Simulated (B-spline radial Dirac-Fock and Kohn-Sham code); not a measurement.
# An X-ray data sheet for Au¹⁴⁺, step by step

Wanted for Au¹⁴⁺: its X-ray form factor and Compton profile and the binding energy of each subshell.

Program: B-spline radial Dirac-Fock and Kohn-Sham code, version 2. Model: a free atom or ion on a radial basis; each step names its model. All values are calculated, but those marked as tabulated.

### Step 1. The system

Au¹⁴⁺ in the configuration [Kr] 4d10 4f14 5s2 5p3.

```yaml
nuclear_charge: 79
electrons: 65
mass_number: 197
nuclear_rms_radius: 5.4371 fm
```

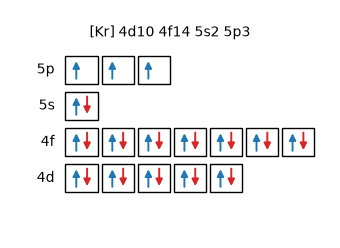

The shells outside the core; arrows follow Hund's rule for the drawing alone (heavy ions are jj-coupled), while the calculation averages over the configuration.

### Step 2. X-ray scattering functions

Model: Dirac-Fock average of configuration, finite nucleus; form factor of the spherical density, Waller-Hartree incoherent function, impulse-approximation Compton profiles.

Settings, as recorded:

```ini
task = scatter
Z = 79
charge = 14
configuration = 1s2 2s2 2p6 3s2 3p6 3d10 4s2 4p6 4d10 4f14 5s2 5p3
mass_number = 197
rms_radius = 5.4371  # fm
s = [0.0, 0.05, 0.1, 0.15, 0.2, 0.25, 0.3, 0.35, 0.4, 0.45, 0.5, 0.6, 0.7, 0.8, 0.9, 1.0, 1.1, 1.2, 1.4, 1.6, 1.8, 2.0, 2.5, 3.0, 3.5, 4.0, 5.0, 6.0]  # 1/A
pz = [0, 0.1, 0.14, 0.19, 0.25, 0.35, 0.47, 0.64, 0.87, 1.2, 1.6, 2.2, 3.0, 4.1, 5.6, 7.6, 10.0, 14.0, 19.0, 26.0, 36.0]  # a.u.
photon_energy = [2000, 8047.8, 10000, 17479.3, 20000, 50000, 100000, 200000]  # eV
```

Main fields of the result record, rounded:

```text
status: converged
form_factor [e]: [65.0, 64.757, 64.038, 62.877, 61.326, 59.45, 57.322, 55.016, 52.603, 50.144, 47.692, 42.963, 38.623, 34.748, 31.342, 28.378, 25.82, 23.632, 20.215, 17.81, 16.092, 14.776, 12.134, 9.7828, 7.8468, 6.4737, 5.0116, 4.2466]
incoherent: [2.5544e-11, 0.22746, 0.88715, 1.9164, 3.2267, 4.7221, 6.3152, 7.9375, 9.5428, 11.105, 12.612, 15.455, 18.091, 20.547, 22.846, 25.0, 27.022, 28.926, 32.441, 35.643, 38.549, 41.131, 46.142, 49.576, 52.093, 54.063, 56.963, 58.955]
compton_total [1/a.u.]: [4.7224, 4.7189, 4.7155, 4.7097, 4.7005, 4.6797, 4.6458, 4.5823, 4.4701, 4.2689, 3.9942, 3.6063, 3.2135, 2.7495, 2.0585, 1.3349, 0.85821, 0.48094, 0.26237, 0.12901, 0.056241]
shells: ["1s1/2", "2s1/2", "2p1/2", "2p3/2", "3s1/2", "3p1/2", "3p3/2", "3d3/2", "3d5/2", "4s1/2", "4p1/2", "4p3/2", "4d3/2", "4d5/2", "4f5/2", "4f7/2", "5s1/2", "5p1/2", "5p3/2"]
occupation: [2.0, 2.0, 2.0, 4.0, 2.0, 2.0, 4.0, 4.0, 6.0, 2.0, 2.0, 4.0, 4.0, 6.0, 6.0, 8.0, 2.0, 1.0, 2.0]
mean_momentum [a.u.]: [85.242, 30.437, 39.976, 34.621, 15.331, 18.285, 16.68, 20.06, 19.515, 7.9483, 8.92, 8.2445, 9.1581, 8.9296, 9.3581, 9.2455, 3.849, 4.1667, 3.9246]
r2 [bohr^2]: 13.267
r_inverse [1/bohr]: 596.25
r1 [bohr]: 22.972
coherent [b]: [2705.2, 1764.6, 1490.6, 833.77, 708.06, 199.87, 65.119, 19.118]
incoherent_cross_section [b]: [0.7397, 6.5712, 8.3354, 13.779, 15.239, 24.076, 26.213, 24.138]
radial_jk:
  5p: {"j0": [1.0, 0.98153, 0.9278, 0.84366, 0.73646, 0.61502, 0.48862, 0.36587, 0.25393, 0.15796, 0.080898, -0.014793, -0.044668, -0.033354, -0.0054699, 0.021636, 0.039357, 0.045895, 0.03518, 0.014639, 0.0002821, -0.0046579, 0.0034054, 0.0095138, 0.0074856, 0.0033609, -8.5784e-05, 0.0010443], "j2": [0.0, 0.0073653, 0.028496, 0.060655, 0.099775, 0.14109, 0.17983, 0.21187, 0.2342, 0.24518, 0.24454, 0.21319, 0.15664, 0.094806, 0.042861, 0.0080906, -0.0091356, -0.012599, 0.0013817, 0.017898, 0.024469, 0.021894, 0.0047738, -0.0016319, 0.0007637, 0.0039132, 0.0042444, 0.001524], "r2": 1.0105, "r4": 1.421, "r6": 2.5937}
```

Form factor and incoherent function, every second point:

| s (1/Å) | f (e) | f / N | S(s) |
| --- | --- | --- | --- |
| 0 | 65.00 | 1.000 | 0 |
| 0.100 | 64.04 | 0.985 | 0.8871 |
| 0.200 | 61.33 | 0.943 | 3.227 |
| 0.300 | 57.32 | 0.882 | 6.315 |
| 0.400 | 52.60 | 0.809 | 9.543 |
| 0.500 | 47.69 | 0.734 | 12.61 |
| 0.700 | 38.62 | 0.594 | 18.09 |
| 0.900 | 31.34 | 0.482 | 22.85 |
| 1.10 | 25.82 | 0.397 | 27.02 |
| 1.40 | 20.21 | 0.311 | 32.44 |
| 1.80 | 16.09 | 0.248 | 38.55 |
| 2.50 | 12.13 | 0.187 | 46.14 |
| 3.50 | 7.847 | 0.121 | 52.09 |
| 5.00 | 5.012 | 0.077 | 56.96 |

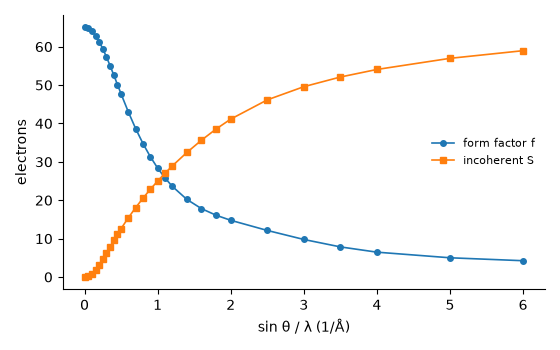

Form factor and incoherent scattering function.

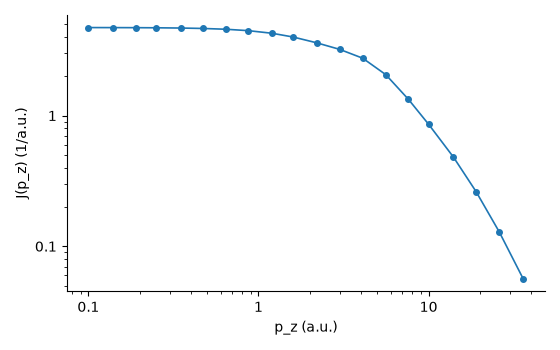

Compton profile, summed over all shells.

### Step 3. Binding energies

Model: Dirac-Fock average of configuration, Delta-SCF, finite nucleus, first-order Breit with its frequency dependence, self-energy and vacuum polarisation.

Settings, as recorded:

```ini
task = binding
```

Main fields of the result record, rounded:

```text
status: converged
shells: ["K", "L1", "L2", "L3", "M1", "M2", "M3", "M4", "M5", "N1", "N2", "N3", "N4", "N5", "N6", "N7", "O1", "O2,3"]
total_energy_parts [Ha]: [-18972.5614, 24.1959492, -2.56307178, -0.465328381, 18.0750983, -3.5026801]
koopmans [eV]: [81546.9, 14769.4, 14146.4, 12307.2, 3768.21, 3489.69, 3077.98, 2622.32, 2534.64, 1071.27, 951.056, 850.85, 654.54, 635.577, 382.027, 377.983, 378.905, 322.361]
dirac_coulomb [eV]: [81462.5, 14721.7, 14093.7, 12258.5, 3744.18, 3464.24, 3054.76, 2596.19, 2509.2, 1064.27, "-", 844.91, 648.675, 630.045, 376.564, 372.694, 378.253, 321.857]
gaunt [eV]: [-314.185, -35.3864, -60.611, -40.8881, -6.58868, -11.5156, -7.44139, -5.09635, -3.50651, -1.47527, "-", -1.53642, -0.810777, -0.467384, 0.0428974, 0.183956, -0.348968, -0.411111]
retardation [eV]: [23.5114, 3.04941, 6.42015, 6.4226, 0.571435, 1.20258, 1.21012, 0.529729, 0.51441, 0.145802, "-", 0.277773, 0.0930119, 0.0903803, -0.0247849, -0.0242038, 0.0362139, 0.0647331]
breit_frequency [eV]: [5.68165, -0.475248, -0.0709369, 2.52043, -0.124883, -0.149104, 0.514401, -0.049702, 0.00680547, -0.0326489, "-", 0.12186, -0.0147533, -0.00146078, -0.008168, -0.0066522, -0.00832224, 0.0147063]
self_energy [eV]: [-188.809, -28.118, -0.738319, -2.25055, -6.51666, -0.307767, -0.567252, 0.459503, 0.223469, -1.61635, "-", -0.110487, 0.1208, 0.0696763, 0.0891678, 0.0729471, -0.373617, -0.0122568]
vacuum_polarisation [eV]: [38.5892, 5.4214, 0.324637, -0.186946, 1.22661, 0.0785969, -0.0539621, -0.0596221, -0.0565133, 0.305325, "-", -0.0170931, -0.0169465, -0.0161541, -0.0116353, -0.011383, 0.070802, -0.00273382]
binding [eV]: [81027.3, 14666.1, 14039.0, 12224.1, 3732.75, 3453.55, 3048.42, 2591.97, 2506.38, 1061.6, "-", 843.646, 648.046, 629.72, 376.651, 372.909, 377.629, 321.511]
mean_radius [bohr]: [0.0168672, 0.0704156, 0.0580515, 0.0665587, 0.182878, 0.173448, 0.188943, 0.164855, 0.169595, 0.406227, 0.409487, 0.441223, 0.448634, 0.459255, 0.476883, 0.48279, 0.871698, 0.97152]
```

total_energy_parts: Dirac-Coulomb, Gaunt, retardation, frequency dependence, self-energy, vacuum polarisation. Blank entries are hole states that did not converge, or in which two open shells of one symmetry are about equally filled, where the average of configuration falls too low.

The binding energies by parts, in eV; the parts add up.

| level | -ε | relaxation | Breit | QED | binding |
| --- | --- | --- | --- | --- | --- |
| K | 81546.9 | -84.42 | -284.99 | -150.22 | 81027.3 |
| L1 | 14769.4 | -47.72 | -32.81 | -22.70 | 14666.1 |
| L2 | 14146.4 | -52.70 | -54.26 | -0.41 | 14039.0 |
| L3 | 12307.2 | -48.79 | -31.95 | -2.44 | 12224.1 |
| M1 | 3768.2 | -24.04 | -6.14 | -5.29 | 3732.7 |
| M2 | 3489.7 | -25.46 | -10.46 | -0.23 | 3453.5 |
| M3 | 3078.0 | -23.22 | -5.72 | -0.62 | 3048.4 |
| M4 | 2622.3 | -26.14 | -4.62 | 0.40 | 2592.0 |
| M5 | 2534.6 | -25.44 | -2.99 | 0.17 | 2506.4 |
| N1 | 1071.3 | -6.99 | -1.36 | -1.31 | 1061.6 |
| N3 | 850.9 | -5.94 | -1.14 | -0.13 | 843.6 |
| N4 | 654.5 | -5.87 | -0.73 | 0.10 | 648.0 |
| N5 | 635.6 | -5.53 | -0.38 | 0.05 | 629.7 |
| N6 | 382.0 | -5.46 | 0.01 | 0.08 | 376.7 |
| N7 | 378.0 | -5.29 | 0.15 | 0.06 | 372.9 |
| O1 | 378.9 | -0.65 | -0.32 | -0.30 | 377.6 |
| O2,3 | 322.4 | -0.50 | -0.33 | -0.01 | 321.5 |

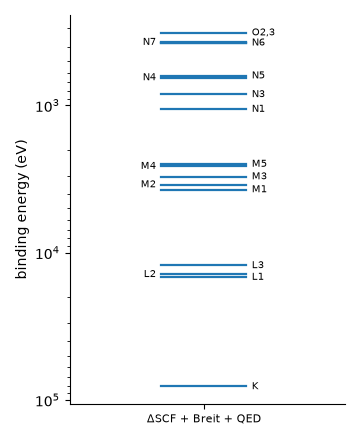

The levels on a logarithmic scale.

X-ray lines as differences of these levels:

```
        line  energy (eV)
 Kβ2' (K-N3)      80183.6
  Kβ1 (K-M3)      77978.8
  Kβ3 (K-M2)      77573.7
  Kα1 (K-L3)      68803.2
  Kα2 (K-L2)      66988.2
 Lγ3 (L1-N3)      13822.5
 Lγ1 (L2-N4)      13391.0
 Lγ5 (L2-N1)      12977.4
 Lβ7 (L3-O1)      11846.4
 Lβ3 (L1-M3)      11617.7
 Lβ2 (L3-N5)      11594.3
Lβ15 (L3-N4)      11576.0
 Lβ1 (L2-M4)      11447.1
 Lβ4 (L1-M2)      11212.6
```

### Step 4. What came out

```
                             quantity         value
     rms radius of the electron cloud    0.452 bohr
                form factor halves at      0.87 1/Å
              Compton profile at zero  4.722 1/a.u.
         deepest level listed, K (1s)    81027.3 eV
               least bound, O2,3 (5p)      321.5 eV
                                  Kα1    68803.2 eV
ionisation energy, NIST (theoretical)    324.000 eV
```

f falls from 65 to half of that at s = 0.87 1/Å. Incoherent scattering outweighs coherent from 200 keV on, among the energies asked. The K (1s) level lies 84.4 eV under Koopmans' value by relaxation alone; Breit gives -284.99 and QED -150.22 eV. NIST's ionisation energy differs by +2.49 eV from the least binding energy, within its stated uncertainty. The Hartree-Fock and Dirac-Fock values hold no electron correlation.
